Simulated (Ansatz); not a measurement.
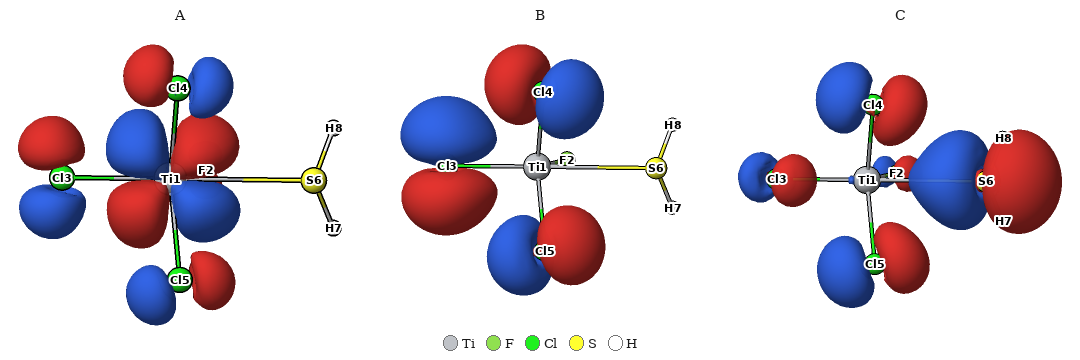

Figure 1: Cl₃FH₂STi. Three frontier orbitals at ±0.1 Å⁻³ᐟ² (red and blue are the two phases), in no order.

These are results of RKS PBE0-D4/def2-SVP in Ansatz, not measurements.

```csv
atom,x (Å),y (Å),z (Å)
Ti,0.0104,-0.0370,-0.1106
F,0.1704,-0.4201,1.5683
Cl,2.0967,-0.0049,-0.7166
Cl,-0.5874,2.0222,-0.5557
Cl,-0.7647,-1.6428,-1.3843
S,-2.7398,-0.0985,0.7229
H,-2.7124,-1.2889,1.3621
H,-2.6029,0.5972,1.8735
```

### Which picture is the HOMO−1, the HOMO and the LUMO?

B is the HOMO−1 (−8.93 eV). By Hirshfeld shares it lies mainly on Cl3 (about 45 %), Cl4 (about 25 %) and Cl5 (about 25 %); largely a combination of lone pairs on Cl3, Cl4 and Cl5. C is the HOMO (−8.41 eV). Its weight (Hirshfeld) is mainly on S6 (about 55 %), Cl5 (about 15 %) and Cl4 (about 15 %); largely a combination of lone pairs on S6, Cl5 and Cl4. A is the LUMO (−3.47 eV). By Hirshfeld shares it lies mainly on Ti1 (about 75 %), Cl3 (about 10 %), Cl4 (about 5 %) and Cl5 (about 5 %).

### What is the HOMO–LUMO gap?

4.94 eV between the orbital energies.
